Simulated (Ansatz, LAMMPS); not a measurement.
# Electronic structure of amorphous polyisobutylene (as short chains C22H46) at 540 K (136 atoms), part 2 of 2

Aim: energy, forces, charges and density of states of amorphous polyisobutylene (as short chains C22H46) at 540 K (136 atoms) at a fixed geometry.

Ansatz 0.2.0; Kohn-Sham DFT, r2SCAN+D3(BJ), PAW (set soft_2), plane waves.

The cell: 44 C and 92 H. The network of contacts between molecules at the start is that of the classical potential that made the cell. The density was typed from a rule of thumb and may lie off the real one at this temperature. The Brillouin zone is sampled at Γ only, in a cell whose shortest periodic width is 11 Å.

So far. Step 3 (Plane-wave single point): Between -16 and -14 eV lie 16 more states.

### Step 3. Plane-wave single point (continued)

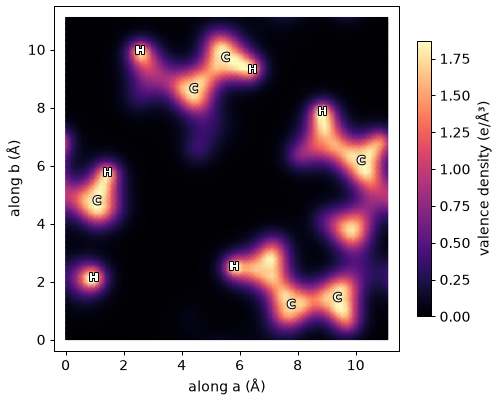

Valence density in the ab plane at fractional z = 0.406, with atoms of C and H within 0.2 Å of it. It is the smooth field of the valence electrons, not physical close to the nuclei. The map starts off the cell's origin, so that atoms lie inside it.

Mean Löwdin charges: C -0.29, H +0.17 e (they miss 1.1 % of the electrons, so they add up to more than the cell's charge). The largest share in the top eV of filled states is C p (73 % of the projected weight), and in the lowest eV of empty states H s (59 % of the projected weight).

### Step 4. Local order

Bonds and neighbours are counted at the geometry of the runs.

Density 0.753 g/cm³, 10.07 Å³ an atom.

g(r), total and by pair (bins of 0.2 Å):

| r (Å) | total | H-H | H-C | C-C |
| --- | --- | --- | --- | --- |
| 1.00 | 2.65 | 0.00 | 6.05 | 0.00 |
| 1.20 | 1.88 | 0.00 | 4.30 | 0.00 |
| 1.40 | 0.24 | 0.00 | 0.00 | 2.33 |
| 1.60 | 1.19 | 0.84 | 0.00 | 7.68 |
| 1.80 | 1.13 | 2.48 | 0.00 | 0.00 |
| 2.00 | 0.57 | 0.61 | 0.67 | 0.00 |
| 2.20 | 1.57 | 1.06 | 2.50 | 0.00 |
| 2.40 | 1.01 | 1.06 | 0.62 | 2.46 |
| 2.60 | 1.62 | 1.15 | 1.77 | 3.05 |
| 2.80 | 1.06 | 0.75 | 1.50 | 0.65 |
| 3.00 | 0.97 | 0.87 | 1.25 | 0.25 |
| 3.20 | 0.86 | 0.64 | 0.98 | 1.38 |
| 3.40 | 1.03 | 0.90 | 1.19 | 0.93 |
| 3.60 | 1.09 | 1.47 | 0.85 | 0.48 |
| 3.80 | 0.82 | 1.32 | 0.41 | 0.38 |
| 4.00 | 0.82 | 1.06 | 0.60 | 0.67 |
| 4.20 | 0.80 | 0.80 | 0.90 | 0.38 |
| 4.40 | 0.93 | 0.88 | 1.06 | 0.58 |
| 4.60 | 0.95 | 0.89 | 1.02 | 0.95 |
| 4.80 | 0.91 | 0.90 | 0.91 | 0.95 |
| 5.00 | 0.98 | 1.10 | 0.90 | 0.79 |
| 5.20 | 0.88 | 0.95 | 0.84 | 0.71 |
| 5.40 | 0.94 | 1.00 | 0.90 | 0.81 |

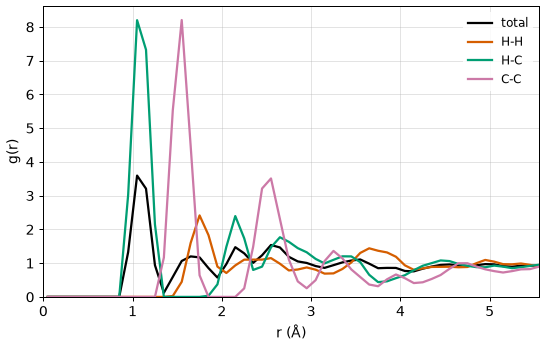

Pair distribution functions, lightly smoothed.

Bonds by pair of elements; cutoffs follow the first minimum of g(r), held within bounds set by covalent radii, and pairs that aren't listed don't count as bonded:

| pair A-B | cutoff (Å) | bonds | mean length (Å) | spread (Å) | shortest (Å) | B about A | A about B |
| --- | --- | --- | --- | --- | --- | --- | --- |
| H-C | 1.34 | 92 | 1.10 | 0.036 | 1.01 | 1 | 2.09 |
| C-C | 1.85 | 42 | 1.54 | 0.045 | 1.46 | 1.91 | 1.91 |

How many atoms have how many bonded neighbours:

| element | mean | 1 | 4 |
| --- | --- | --- | --- |
| C | 4 | 0 | 44 |
| H | 1 | 92 | 0 |

Bond angles, per cent of each kind in bins of 5°:

| angle (°) | C-C-H | H-C-H | C-C-C |
| --- | --- | --- | --- |
| 90–95 | 0.0 | 1.2 | 0.0 |
| 95–100 | 1.8 | 8.5 | 0.0 |
| 100–105 | 19.6 | 24.4 | 17.1 |
| 105–110 | 33.0 | 34.1 | 30.0 |
| 110–115 | 30.4 | 24.4 | 34.3 |
| 115–120 | 12.5 | 6.1 | 7.1 |
| 120–125 | 2.7 | 1.2 | 4.3 |
| 125–130 | 0.0 | 0.0 | 7.1 |

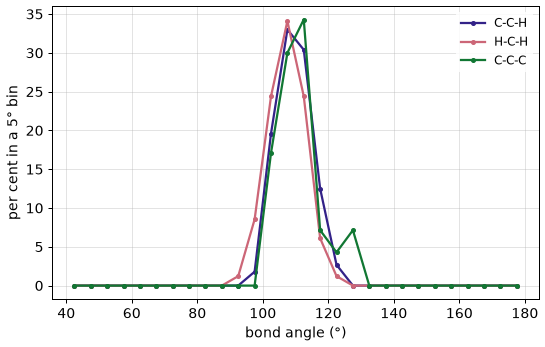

Distributions of the most common bond angles.

Bond angles (no mean is given where the spread exceeds 20°):

| angle | count | mean (°) | spread (°) |
| --- | --- | --- | --- |
| C-C-H | 112 | 109 | 5 |
| H-C-H | 82 | 107 | 5.8 |
| C-C-C | 70 | 111 | 6.5 |

Counting bonds as in the table, all C atoms have 4 and all H atoms have 1 bonded neighbour. The C-C-H angle averages 109° with a spread of 5°.

The surroundings of H113, picked at random, nearest first, numbered as they follow in the input and with coordinates relative to it.

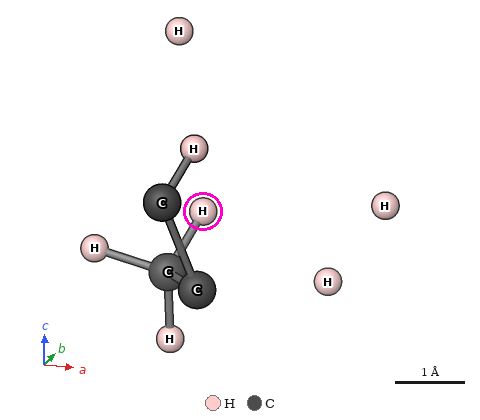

The atoms of the table, within 2.7 Å (arrows a, b, c point along x, y, z); some may hide others; the central atom is ringed.

| atom | x | y | z | distance (Å) | bonds | Löwdin charge (e) | Fx | Fy | Fz (eV/Å) |
| --- | --- | --- | --- | --- | --- | --- | --- | --- | --- |
| H113 | 0.00 | 0.00 | 0.00 | 0.00 | 1 | 0.17 | 0.54 | -0.10 | -1.12 |
| C80 | -0.27 | -0.79 | -0.73 | 1.11 | 4 | -0.45 | -1.37 | 0.83 | 0.51 |
| H112 | -1.40 | -0.77 | -0.51 | 1.68 | 1 | 0.16 | 1.44 | -1.24 | -0.19 |
| H114 | -0.26 | -0.61 | -1.80 | 1.92 | 1 | 0.17 | 0.28 | 1.33 | -0.05 |
| H103 | 1.66 | 0.90 | -1.13 | 2.20 | 1 | 0.16 | -0.75 | -0.02 | -0.20 |
| C79 | 0.57 | -2.06 | -0.55 | 2.21 | 4 | 0.09 | -1.93 | -0.03 | -0.49 |
| H117 | 0.36 | -1.74 | 1.49 | 2.32 | 1 | 0.19 | 0.26 | 1.76 | 1.64 |
| H68 | -0.64 | 0.63 | 2.50 | 2.65 | 1 | 0.19 | -0.32 | 0.25 | -1.01 |
| C81 | 0.14 | -2.52 | 0.86 | 2.67 | 4 | -0.46 | -0.21 | -1.80 | -2.04 |
| H102 | 2.64 | 0.44 | 0.28 | 2.69 | 1 | 0.12 | -0.15 | 0.46 | -1.25 |

The column of bonds counts only the pairs H-C within 1.34 Å, C-C within 1.85 Å; other neighbours, such as metal atoms beside each other in a compound, aren't counted, and periodic images can show an atom twice.

### Step 5. Summary of results

```
free energy per atom                             : -92.3339 eV/atom
pressure                                         : 0.592 GPa
r.m.s. force component                           : 0.9957 eV/Å
gap (highest filled to lowest empty level) : 5.612 eV
wall time of the 1 DFT run                       : 18 s
```

The highest filled and lowest empty levels differ by 5.61 eV (at Γ alone); a semilocal functional tends to put such gaps too low. In a disordered cell it changes from sample to sample, and tail or defect levels can set it. Counting bonds as in the table, all C atoms have 4 and all H atoms have 1 bonded neighbour.

**Limits.** The force components of 1.00 eV/Å r.m.s. come partly from thermal motion and partly from the difference between the classical potential and DFT, above all in bond lengths inside molecules. The pressure of a single frame lacks the kinetic term.

[Logs are printed without paths, hosts, clocks, repeated set-up lines and the standing remarks that a program may print on its own settings, such as how far it seeks lower states.]

[Hosts, paths, dates, database ids (printed as entryN), source tags and the programs' standing remarks are cut or masked in the printed files.]
